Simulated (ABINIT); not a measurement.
# AlGaN2 (P3m1): G0W0 in ABINIT against the exchange cutoff

Aim: move the exchange cutoff of a G0W0 run on AlGaN2 (P3m1) over a wide range.

Calculated with ABINIT 10.8.3; LDA and many-body steps on it, plane waves.

**1. Starting point**

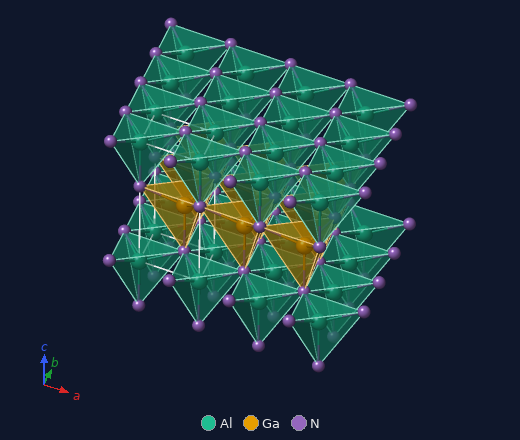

The cell as given, slightly off an axis (aluminium teal, gallium orange, nitrogen purple). 3×3×1 cells are drawn. Some periodic images of atoms are drawn too.

The cell and positions are those that the Materials Project relaxed with its own functionals (PBE, PBE+U or r2SCAN), kept fixed.

**2. Screening, 3×3×2 mesh, 30 bands, screening to 106.1 eV**

This step: ABINIT 10.8.3; RPA screening on LDA, plane waves, norm-conserving pseudopotentials.

The RPA dielectric matrix is built and inverted for each q.

run.abi reads:

```
acell 3*1.0 Angstrom
rprim 
  3.145282644058 -0.000000000015 0.000000000000
  -1.572641322016 2.723894671844 0.000000000000
  0.000000000000 0.000000000000 5.096893730000
ntypat 3
znucl 13 31 7
natom 4
typat 1 2 3 3
xred 
  0.000000000000 0.000000000000 0.999263770000
  0.666666666667 0.333333333333 0.497174210000
  0.666666666667 0.333333333333 0.111803640000
  0.000000000000 0.000000000000 0.628158390000
pp_dirpath "pseudos"
pseudos "Al.upf, Ga.upf, N.upf"
ecut 36
ngkpt 3 3 2
nshiftk 1
shiftk 0 0 0
kptopt 1
chksymbreak 0
istwfk *1
occopt 1
irdwfk 1
optdriver 3
nband 30
ecuteps 3.9
inclvkb 2
awtr 1
symchi 1
indata_prefix "in"
outdata_prefix "out"
tmpdata_prefix "tmp"
```

Run with:

```console
> OMP_NUM_THREADS=1 mpirun -n 4 abinit run.abi > log
```

What it wrote:

```text
.Version 10.8.3 of ABINIT. v10.8.2 released Aug 2026.

 Symmetries : space group P3 m 1 (#156); Bravais hP (primitive hexag.)
[... echo of the input left out ...]
== DATASET  1 ==================================================================
-   mpi_nproc: 4, omp_nthreads: 1 (-1 if OMP is not activated)

--- !DatasetInfo
iteration_state: {dtset: 1, }
dimensions: {natom: 4, nkpt: 6, mband: 30, nsppol: 1, nspinor: 1, nspden: 1, mpw: 3066, }
cutoff_energies: {ecut:  36.0, pawecutdg:  -1.0, }
electrons: {nelect:   2.60000000E+01, charge:   0.00000000E+00, occopt:   1.00000000E+00, tsmear:   1.00000000E-02, }

 SCREENING: Calculation of the susceptibility and dielectric matrices

 Based on a program developped by R.W. Godby, V. Olevano, G. Onida, and L. Reining.
 Incorporated in ABINIT by V. Olevano, G.-M. Rignanese, and M. Torrent.
.Using double precision arithmetic ; gwpc =  8

[... cell and pseudopotentials left out ...]
--------------------------------------------------------------------------------

 ==== K-mesh for the wavefunctions ====
 Number of points in the irreducible wedge :     6
[... list of points left out ...]
 Together with  6 symmetry operations and time-reversal symmetry
 yields    18 points in the full Brillouin Zone.

 ==== Q-mesh for the screening function ====
 Number of points in the irreducible wedge :     6
[... list of points left out ...]
 Together with  6 symmetry operations and time-reversal symmetry
 yields    18 points in the full Brillouin Zone.

 setmesh: FFT mesh size selected  =    20x   20x   36
          total number of points  =        14400

 vcoul_init : cutoff-mode = AUXILIARY_FUNCTION
 q-points for optical limit:   1
     1)      0.000010    0.000020    0.000030

- screening: taking advantage of time-reversal symmetry
- Maximum band index for partially occupied states nbvw = 13
- Remaining bands to be divided among processors   nbcw = 17
- Number of bands treated by each node ~4

 Number of electrons calculated from density =   26.0000; Expected =   26.0000
 average of density, n =  0.088231
 r_s =    1.3935
 omega_plasma =   28.6527 [eV]

 calculating chi0 at frequencies [eV] :
  1    0.000000E+00    0.000000E+00
  2    0.000000E+00    2.865274E+01

--------------------------------------------------------------------------------
  q-point number  1        q = ( 0.000000, 0.000000, 0.000000) [r.l.u.]
--------------------------------------------------------------------------------
[... chi0 elements left out ...]
 For q-point:  0.000010 0.000020 0.000030
  dielectric constant =   6.4291
  dielectric constant without local fields =   6.9174

  Average fulfillment of the sum rule on Im[epsilon] for q-point    1 :     25.35  [%]
[... wings left out ...]
  q-point number  2        q = ( 0.333333, 0.000000, 0.000000) [r.l.u.]
--------------------------------------------------------------------------------
[... chi0 elements left out ...]
  Average fulfillment of the sum rule on Im[epsilon] for q-point    2 :     33.43  [%]

 [... 4 further q-points ...]
```

Run time: 4 s. Hardware: 4 MPI ranks of Arm Neoverse V2, shared host; peak memory 0.42 GiB; 16 s of CPU time.

Numbers from this step:

| Quantity | Value |
| --- | --- |
| ε∞ with local fields, on this mesh, along the program's q direction | 6.429 |
| the same without local fields | 6.917 |
| plasma frequency | 28.65 eV |
| plane waves in the screening matrix | 111 |

Local fields lower ε∞ by 7 %. On a Γ-centred mesh this coarse the value itself is usually too large, while a short band sum pulls it down.

**3. 3.6 Ha**

This step: G0W0 on LDA, plane waves, norm-conserving pseudopotentials.

Edit run.abi of step 2 so:

```diff
@@ -25,8 +25,15 @@
 irdwfk 1
-optdriver 3
+optdriver 4
 nband 30
+gwcalctyp 0
+ecutsigx 3.6
+symsigma 1
+nkptgw 1
+kptgw 
+  0.0000000000 0.0000000000 0.0000000000
+bdgw 
+  12 15
 ecuteps 3.9
-inclvkb 2
-awtr 1
-symchi 1
+irdscr 1
+ppmodel 1
 indata_prefix "in"
```

What it wrote:

```text
.Version 10.8.3 of ABINIT. v10.8.2 released Aug 2026.

 Symmetries : space group P3 m 1 (#156); Bravais hP (primitive hexag.)
[... echo of the input left out ...]
== DATASET  1 ==================================================================
-   mpi_nproc: 4, omp_nthreads: 1 (-1 if OMP is not activated)

--- !DatasetInfo
iteration_state: {dtset: 1, }
dimensions: {natom: 4, nkpt: 6, mband: 30, nsppol: 1, nspinor: 1, nspden: 1, mpw: 3066, }
cutoff_energies: {ecut:  36.0, pawecutdg:  -1.0, }
electrons: {nelect:   2.60000000E+01, charge:   0.00000000E+00, occopt:   1.00000000E+00, tsmear:   1.00000000E-02, }

 SIGMA: Calculation of the GW corrections

 Based on a program developped by R.W. Godby, V. Olevano, G. Onida, and L. Reining.
 Incorporated in ABINIT by V. Olevano, G.-M. Rignanese, and M. Torrent.
.Using double precision arithmetic ; gwpc =  8

[... cell and pseudopotentials left out ...]
--------------------------------------------------------------------------------

 ==== K-mesh for the wavefunctions ====
 Number of points in the irreducible wedge :     6
[... list of points left out ...]
 Together with  6 symmetry operations and time-reversal symmetry
 yields    18 points in the full Brillouin Zone.

 ==== Q-mesh for screening function ====
 Number of points in the irreducible wedge :     6
[... list of points left out ...]
 Together with  6 symmetry operations and time-reversal symmetry
 yields    18 points in the full Brillouin Zone.

 vcoul_init : cutoff-mode = AUXILIARY_FUNCTION
 q-points for optical limit:   1
     1)      0.000010    0.000020    0.000030
 setmesh: FFT mesh size selected  =    20x   20x   36
          total number of points  =        14400

 Number of electrons calculated from density =   26.0000; Expected =   26.0000
 average of density, n =  0.088231
 r_s =    1.3935
 omega_plasma =   28.6527 [eV]

 === KS Band Gaps ===
  >>>> For spin  1
   Minimum direct gap =   2.9210 [eV], located at k-point      :   0.0000  0.0000  0.0000
   Fundamental gap    =   2.9210 [eV], Top of valence bands at :   0.0000  0.0000  0.0000
                                       Bottom of conduction at :   0.0000  0.0000  0.0000
 SIGMA fundamental parameters:
 PLASMON POLE MODEL  1
 number of plane-waves for SigmaX                   99
 number of plane-waves for SigmaC and W             99
 number of plane-waves for wavefunctions          3027
 number of bands                                    30
 number of independent spin polarizations            1
 number of spinorial components                      1
 number of k-points in IBZ                           6
 number of q-points in IBZ                           6
 number of symmetry operations                       6
 number of k-points in BZ                           18
 number of q-points in BZ                           18
 number of frequencies for dSigma/dE                 9
 frequency step for dSigma/dE [eV]                0.25
 number of omega for Sigma on real axis              0
 max omega for Sigma on real axis  [eV]           0.00
 zcut for avoiding poles [eV]                     0.10

 EPSILON^-1 parameters (SCR file):
 dimension of the eps^-1 matrix on file            111
 dimension of the eps^-1 matrix used                99
 number of plane-waves for wavefunctions          3027
 number of bands                                    30
 number of q-points in IBZ                           6
 number of frequencies                               2
 number of real frequencies                          1
 number of imag frequencies                          1

 matrix elements of self-energy operator (all in [eV])

 Perturbative Calculation

--- !SelfEnergy_ee
iteration_state: {dtset: 1, }
kpoint     : [   0.000,    0.000,    0.000, ]
spin       : 1
KS_gap     :    2.921
QP_gap     :    3.432
Delta_QP_KS:    0.511
data: !SigmaeeData |
     Band     E0 <VxcDFT>   SigX SigC(E0)      Z dSigC/dE  Sig(E)    E-E0       E
       12   5.381 -17.816 -19.620   4.097   0.796  -0.256 -15.991   1.825   7.206
       13   5.381 -17.816 -19.620   4.097   0.796  -0.256 -15.991   1.825   7.206
       14   8.302 -13.907  -7.995  -3.062   0.820  -0.220 -11.571   2.336  10.638
       15  10.864 -12.213  -6.009  -3.509   0.831  -0.204  -9.974   2.240  13.104

== END DATASET(S) ==============================================================
================================================================================

 -outvars: echo values of variables after computation  --------
           etotal      0.0000000000E+00
            nband          30
             nkpt           6
          spgroup         156
 [... the other variables as echoed above ...]

 Calculation completed.
```

Elapsed: 2.7 s, on 4 MPI ranks; peak memory 0.1 GiB.

This step gave:

- G0W0 gap on the points computed: 3.432 eV
- starting gap on the mesh: 2.921 eV
- k of the valence top: 0, 0, 0
- k of the conduction bottom: 0, 0, 0
- Z at the valence top: 0.796
- Z at the conduction bottom: 0.82
- least direct G0W0 gap on the computed points: 3.432 eV

**4. 7.2 Ha**

Edit run.abi of step 3 so:

```diff
@@ -28,3 +28,3 @@
 gwcalctyp 0
-ecutsigx 3.6
+ecutsigx 7.2
 symsigma 1
```

What it wrote:

```text
.Version 10.8.3 of ABINIT. v10.8.2 released Aug 2026.

 Symmetries : space group P3 m 1 (#156); Bravais hP (primitive hexag.)
[... echo of the input left out ...]
== DATASET  1 ==================================================================
-   mpi_nproc: 4, omp_nthreads: 1 (-1 if OMP is not activated)

--- !DatasetInfo
iteration_state: {dtset: 1, }
dimensions: {natom: 4, nkpt: 6, mband: 30, nsppol: 1, nspinor: 1, nspden: 1, mpw: 3066, }
cutoff_energies: {ecut:  36.0, pawecutdg:  -1.0, }
electrons: {nelect:   2.60000000E+01, charge:   0.00000000E+00, occopt:   1.00000000E+00, tsmear:   1.00000000E-02, }

 SIGMA: Calculation of the GW corrections

 Based on a program developped by R.W. Godby, V. Olevano, G. Onida, and L. Reining.
 Incorporated in ABINIT by V. Olevano, G.-M. Rignanese, and M. Torrent.
.Using double precision arithmetic ; gwpc =  8

[... cell and pseudopotentials left out ...]
--------------------------------------------------------------------------------

 ==== K-mesh for the wavefunctions ====
 Number of points in the irreducible wedge :     6
[... list of points left out ...]
 Together with  6 symmetry operations and time-reversal symmetry
 yields    18 points in the full Brillouin Zone.

 ==== Q-mesh for screening function ====
 Number of points in the irreducible wedge :     6
[... list of points left out ...]
 Together with  6 symmetry operations and time-reversal symmetry
 yields    18 points in the full Brillouin Zone.

 vcoul_init : cutoff-mode = AUXILIARY_FUNCTION
 q-points for optical limit:   1
     1)      0.000010    0.000020    0.000030
 setmesh: FFT mesh size selected  =    24x   24x   40
          total number of points  =        23040

 Number of electrons calculated from density =   26.0000; Expected =   26.0000
[...]
number of k-points in IBZ                           6
 number of q-points in IBZ                           6
 number of symmetry operations                       6
 number of k-points in BZ                           18
 number of q-points in BZ                           18
 number of frequencies for dSigma/dE                 9
 frequency step for dSigma/dE [eV]                0.25
 number of omega for Sigma on real axis              0
 max omega for Sigma on real axis  [eV]           0.00
 zcut for avoiding poles [eV]                     0.10

 EPSILON^-1 parameters (SCR file):
 dimension of the eps^-1 matrix on file            111
 dimension of the eps^-1 matrix used               111
 number of plane-waves for wavefunctions          3027
 number of bands                                    30
 number of q-points in IBZ                           6
 number of frequencies                               2
 number of real frequencies                          1
 number of imag frequencies                          1

 matrix elements of self-energy operator (all in [eV])

 Perturbative Calculation

--- !SelfEnergy_ee
iteration_state: {dtset: 1, }
kpoint     : [   0.000,    0.000,    0.000, ]
spin       : 1
KS_gap     :    2.921
QP_gap     :    3.542
Delta_QP_KS:    0.621
data: !SigmaeeData |
     Band     E0 <VxcDFT>   SigX SigC(E0)      Z dSigC/dE  Sig(E)    E-E0       E
       12   5.381 -17.816 -20.648   4.102   0.795  -0.258 -16.806   1.011   6.392
       13   5.381 -17.816 -20.648   4.102   0.795  -0.258 -16.806   1.011   6.392
       14   8.302 -13.907  -8.868  -3.047   0.819  -0.221 -12.275   1.631   9.933
       15  10.864 -12.213  -6.576  -3.502   0.830  -0.204 -10.441   1.772  12.637

== END DATASET(S) ==============================================================
================================================================================

 -outvars: echo values of variables after computation  --------
           etotal      0.0000000000E+00
            nband          30
             nkpt           6
          spgroup         156
 [... the other variables as echoed above ...]

 Calculation completed.
```

Elapsed: 2.7 s, on 4 MPI ranks; peak memory 0.1 GiB.

Numbers from this step:

```yaml
g0w0_gap_on_the_points_computed: 3.541 eV
starting_gap_on_the_mesh: 2.921 eV
k_of_the_valence_top: 0, 0, 0
k_of_the_conduction_bottom: 0, 0, 0
z_at_the_valence_top: 0.795
z_at_the_conduction_bottom: 0.819
least_direct_g0w0_gap_on_the_computed_points: 3.541 eV
```

**5. 14.4 Ha**

The self-energy is evaluated for the states that the input lists, and the levels follow from it, in one-shot runs by the linearised quasiparticle equation.

Edit run.abi of step 4 so:

```diff
@@ -28,3 +28,3 @@
 gwcalctyp 0
-ecutsigx 7.2
+ecutsigx 14.4
 symsigma 1
```

What it wrote:

```text
.Version 10.8.3 of ABINIT. v10.8.2 released Aug 2026.

 Symmetries : space group P3 m 1 (#156); Bravais hP (primitive hexag.)
[... echo of the input left out ...]
== DATASET  1 ==================================================================
-   mpi_nproc: 4, omp_nthreads: 1 (-1 if OMP is not activated)

--- !DatasetInfo
iteration_state: {dtset: 1, }
dimensions: {natom: 4, nkpt: 6, mband: 30, nsppol: 1, nspinor: 1, nspden: 1, mpw: 3066, }
cutoff_energies: {ecut:  36.0, pawecutdg:  -1.0, }
[...]
13   5.381 -17.816 -21.029   4.102   0.795  -0.258 -17.109   0.707   6.089
       14   8.302 -13.907  -9.018  -3.047   0.819  -0.221 -12.398   1.509   9.811
       15  10.864 -12.213  -6.694  -3.502   0.830  -0.204 -10.539   1.675  12.539

== END DATASET(S) ==============================================================
================================================================================

 -outvars: echo values of variables after computation  --------
           etotal      0.0000000000E+00
            nband          30
             nkpt           6
          spgroup         156
 [... the other variables as echoed above ...]

 Calculation completed.
```

It took 2.8 s on 4 MPI ranks; peak memory 0.1 GiB; 11 s of CPU time.

This step gave:

```
G0W0 gap on the points computed              : 3.722 eV
starting gap on the mesh                     : 2.921 eV
k of the valence top                         : 0, 0, 0
k of the conduction bottom                   : 0, 0, 0
least direct G0W0 gap on the computed points : 3.722 eV
```

The gap on the mesh goes from 2.92 eV to 3.72 eV, a correction of +0.80 eV.

(Part 1 of 2 ends here.)

[Paths, hosts, dates, memory and timing lines, banners, echoed tables and standing remarks are left out of the program output.]

[Logs are printed without paths, hosts, clocks, repeated set-up lines and the standing remarks that a program may print on its own settings, such as how far it seeks lower states.]

[Runs of the session that timed out or met a known fault of the program may be left out.]

[Hosts, paths, dates, database ids (printed as entryN), source tags and the programs' standing remarks are cut or masked in the printed files.]

[G0W0 gaps are taken among the corrected bands and points alone; a level outside them can change the order at an edge.]

[Where Ansatz stands beside ABINIT at settings called matched, ABINIT's density can come from a denser mesh and the files from another edition; pairs whose starting gaps differed by over 0.03 eV were left out, so agreement reads better than it is.]
